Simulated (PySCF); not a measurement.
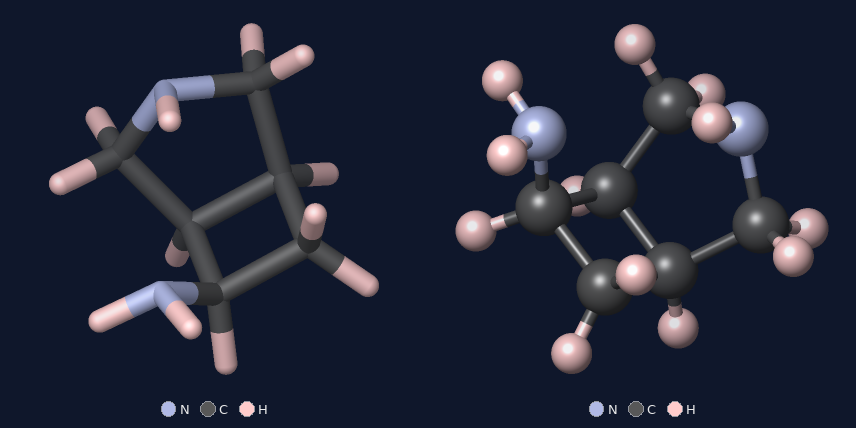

The same structure drawn twice, from different directions.

Computed geometry: GFN2-xTB optimisation. No frequency run is at hand to confirm it as a minimum.

Description:

Formula C6H12N2. Its SMILES string is `N[C@@H]1C[C@@H]2CNC[C@@H]21`. Independent rings (smallest set): 1 of 4 members, 1 of 5 members. Among its groups: primary amine, secondary amine. The point group is C1. Coordination, clear cases only: 2 N trigonal pyramidal; 2 C tetrahedral.

More results for the same structure follow; atom numbers are the same in all pictures, views and colours differ.

Ring current

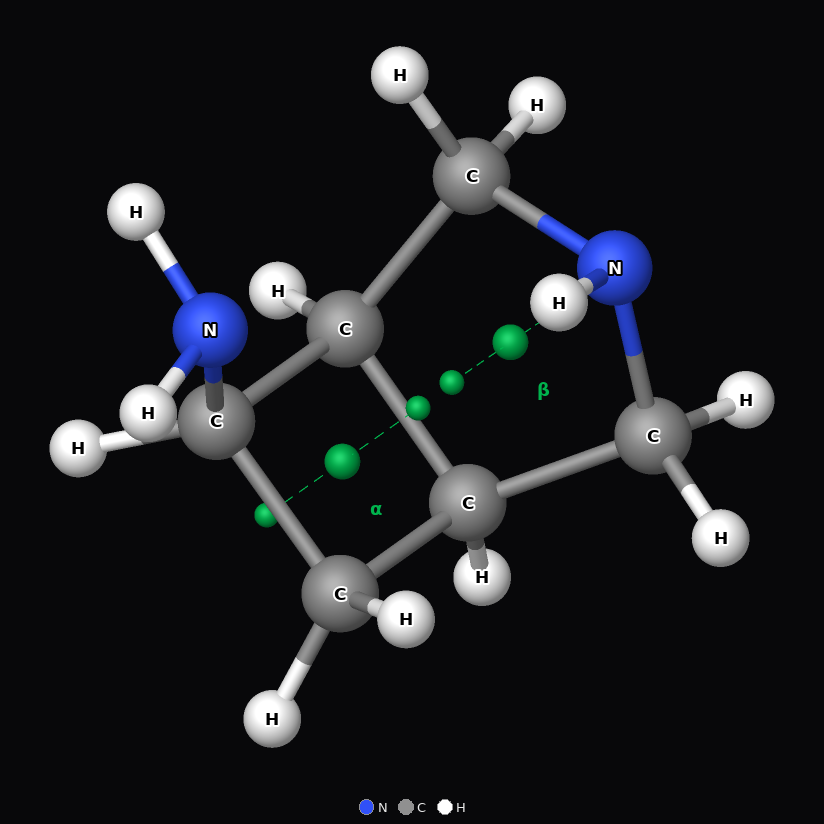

The small points mark where nucleus-independent chemical shifts (NICS) were computed: at the centre of each lettered ring and 1 Å above and below it. No frequency run is at hand to confirm it as a minimum. Properties computed with GIAO PBE0/pcSseg-1 NMR shielding, non-relativistic, gas phase (PySCF 2.14.0).

Give NICS(0), NICS(1) and the out-of-plane component NICS(1)zz for each ring (means of the two sides).

```json
{"ring": "α", "members": "C4", "NICS(0)": "−1.9", "NICS(1)": "−1.6", "NICS(1)zz": "3.2"}
{"ring": "β", "members": "C4N", "NICS(0)": "−6.5", "NICS(1)": "−3.8", "NICS(1)zz": "−7.6"}
```

Values in ppm.

Dipole moment

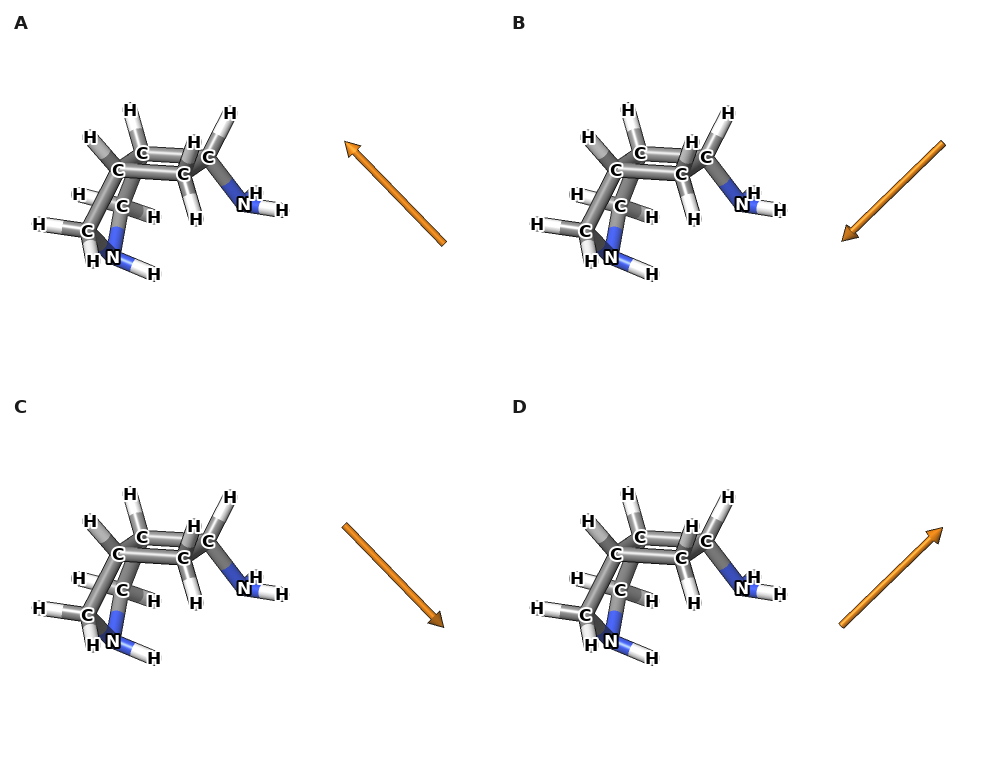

The same molecule four times, each with an arrow. No frequency run is at hand to confirm it as a minimum. Method: PBE0/pcSseg-1, gas phase (PySCF 2.14.0).

**Which arrow points along the dipole moment, from the negative to the positive end?**

D. The dipole moment is 2.74 D.

NMR shielding

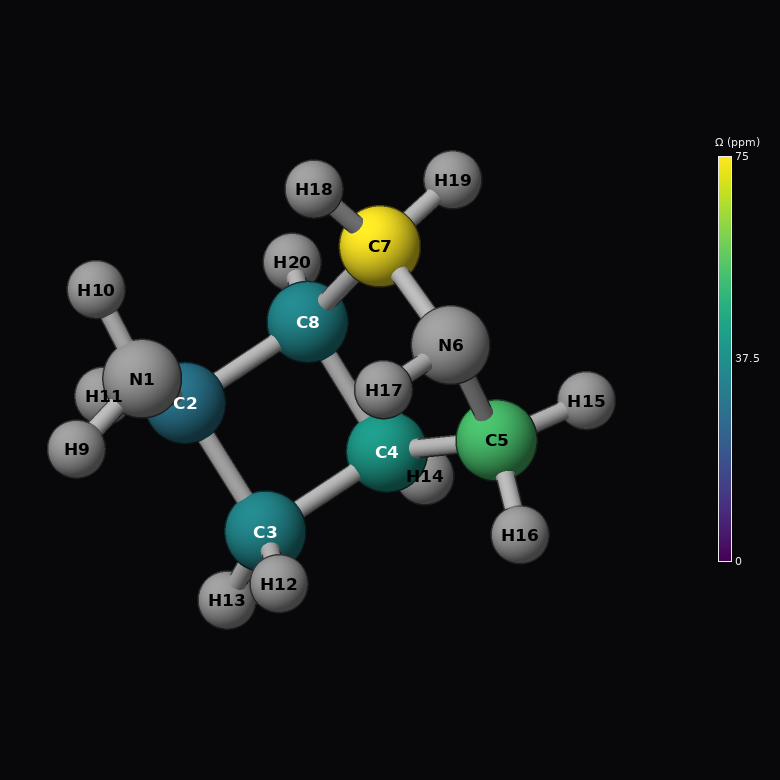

The C atoms are coloured by the span of their shielding tensor. No frequency run is at hand to confirm it as a minimum. Level of theory: GIAO PBE0/pcSseg-1 NMR shielding, non-relativistic, gas phase (PySCF 2.14.0). Principal shieldings σ11 ≤ σ22 ≤ σ33, span Ω = σ33 − σ11, skew κ = 3(σiso − σ22)/Ω.

**Which C atom has the most anisotropic shielding?**

C7, with a span of 75 ppm.

Give the shielding tensors of the C atoms.

```csv
atom,σ11,σ22,σ33,σiso,Ω,κ
C2,127.1,137.4,156.6,140.4,29.5,0.30
C3,133.5,153.9,168.5,152.0,34.9,−0.16
C4,126.2,159.7,167.0,151.0,40.8,−0.64
C5,94.7,138.9,148.1,127.2,53.4,−0.65
C7,95.6,138.2,170.4,134.7,74.8,−0.14
C8,122.8,150.7,157.7,143.7,34.9,−0.60
```

Shieldings and span in ppm.
